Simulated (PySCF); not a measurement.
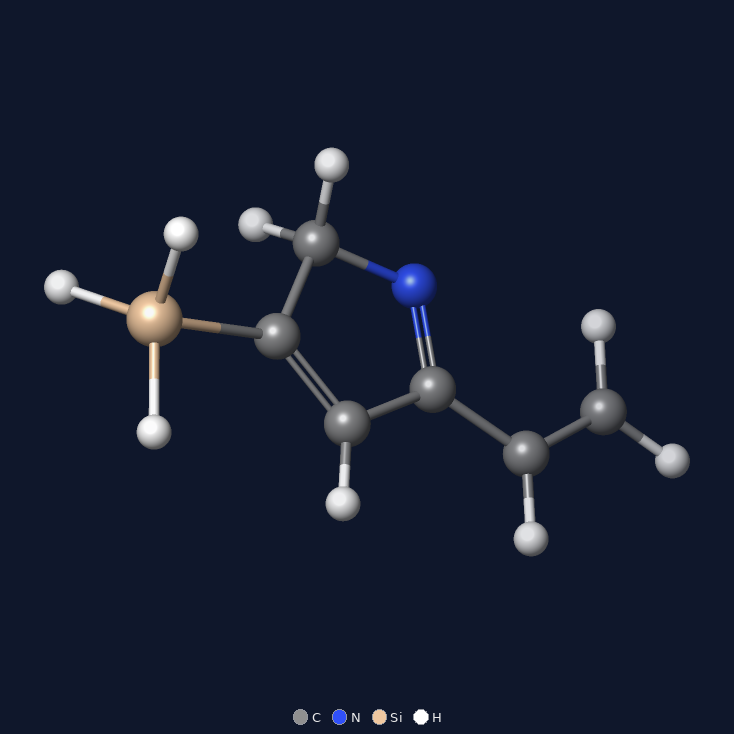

Charge +1, doublet. The geometry was computed by an optimisation with GFN2-xTB. No frequency run is at hand to confirm it as a minimum. Method: UKS B3LYP, pcH-1 on C H N Si, non-relativistic (PySCF 2.14.0).

What does the calculation give?

The species is C₆H₉NSi⁺ (`[CH2+][CH]C1=NCC([SiH3])=C1`).
- ⟨S²⟩ of the determinant: 0.763
- isotropic g value: 2.00448

The geometry is semi-empirical. Around Si such bond lengths and angles can be off by a tenth of an ångström or more and by several degrees, and values that hang on the shape move with them.
